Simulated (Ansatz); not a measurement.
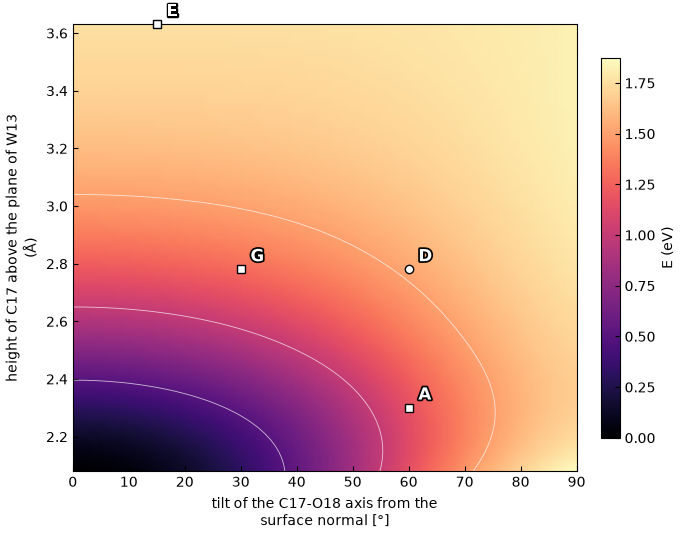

CO on a W(100) slab cut from the Im-3m phase, its upper half relaxed before the scan (16 atoms of substrate and one adsorbate in a 2 × 2 cell). 
- CO stands on one site of a rigid substrate while its tilt and height are varied at a fixed bond length; it sits over a top site over W13, heights counted from the top plane, tilted towards the diagonal of the 1 × 1 surface cell.
- Coordinates scanned: (1) tilt of the C17-O18 axis from the surface normal; (2) height of C17 above the plane of W13.
- Grid: 7 × 6 points.
- Points are written as (first, second).
- Energies are in eV, from the lowest grid point.
- The runs have no spin polarisation; a magnetic state may lie lower.
- All numbers below come from DFT PBE, scalar-relativistic, plane waves, PAW in Ansatz 0.2.0. Settings: cutoff 420 eV, k-mesh 4×4×1, gaussian smearing 0.1 eV, no spin polarisation.

In the figure: a smooth colour map with a few white contour lines, lettered points. Between grid points the surface is interpolated.

**What kind of point is each of A, D, G: minimum, saddle, maximum or slope?**

A: on a slope; D: on a slope; G: on a slope. (In these two coordinates alone; a stationary point may lie a little off the grid point.)

**Rank the lettered points by energy, lowest first.**

A (1.17 eV), G (1.29 eV), D (1.53 eV), E (1.76 eV).

PAW datasets: the set soft_1.
